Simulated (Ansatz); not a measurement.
Input file:

```
crystal:
  periodic: [false, false, false]
  atoms:
    - {symbol: B, position_ang: [0.612801, -0.376466, 0.825878]}
    - {symbol: N, position_ang: [-0.126927, 0.198786, -0.473084]}
    - {symbol: C, position_ang: [-1.340265, 0.363054, -0.655353]}
    - {symbol: H, position_ang: [-1.922428, 0.741590, -1.492297]}
    - {symbol: H, position_ang: [0.506711, 0.455869, -1.235092]}
    - {symbol: H, position_ang: [-0.238752, -0.637467, 1.638799]}
    - {symbol: H, position_ang: [1.226110, -1.336692, 0.405353]}
    - {symbol: H, position_ang: [1.366002, 0.520154, 1.148034]}
basis:
  gaussian: {orbitals: def2-TZVPP}
magnetization: {spin_polarized: true, initial_magnetization: 1}
hamiltonian: {xc: pbe0, dispersion: d4}
output: {orbitals: {seedname: orbitals}}
```

Command:

```sh
ansatz run in.yaml --threads 2 --pin off --events-out ev --progress --plain --max-ram 4352MiB
```

Geometry: PBE0-D4/def2-TZVP.

All numbers below come from Ansatz, UKS PBE0-D4/def2-TZVPP.

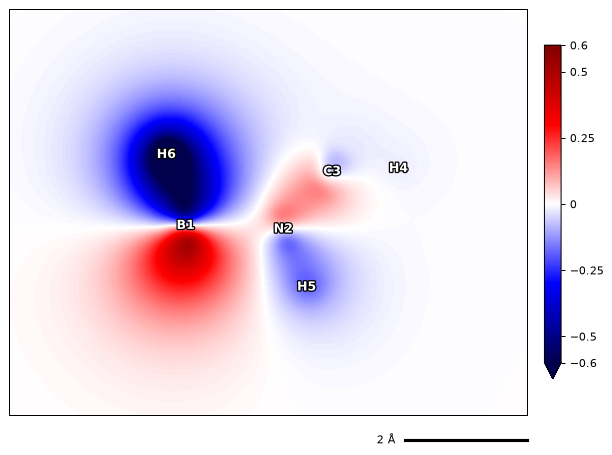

CH5BN (doublet). The HOMO−1 (β) on the plane of atoms B1, N2 and H5 (values in Å⁻³ᐟ²; the overall sign is arbitrary).

### Describe this orbital and give its energy.

By Hirshfeld shares it lies mainly on B1 (about 40 %), H6 (about 35 %), H7 (about 10 %) and H8 (about 10 %). Its energy is −8.09 eV.
